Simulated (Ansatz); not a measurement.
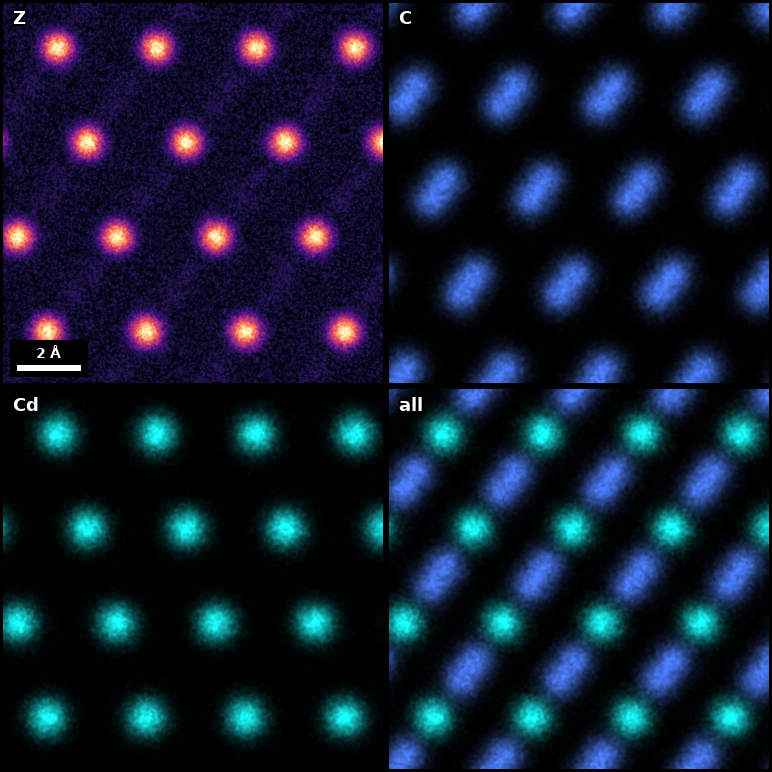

A crystal along [111]. Panel Z: Simulation: incoherent imaging, intensity Z^1.8 per atom, probe width 0.66 Å, thin sample. The display is stretched by a gamma of 0.65; percentages refer to the linear signal. Shot noise was added. The other panels are simulated element maps (the number of atoms of one element along the beam, blurred by 0.9 Å, with counting noise; each on its own scale, no channelling); the last overlays them.

### Describe the distribution of the elements over the columns.

The projected cell (3.13 × 3.13 Å, 107°) holds 3 columns: 2 of C and 1 of Cd. No column is shared by two of the mapped elements. The brightest columns of the Z-contrast image hold Cd.

The crystal is CdC2 (I4/mmm, No. 139). Structure used: the end point of a relaxation (final pressure about 20 GPa) with Ansatz 0.2.0, DFT LDA, scalar-relativistic, plane waves, PAW; the starting structure was generated, so it need not be a known form of this composition.
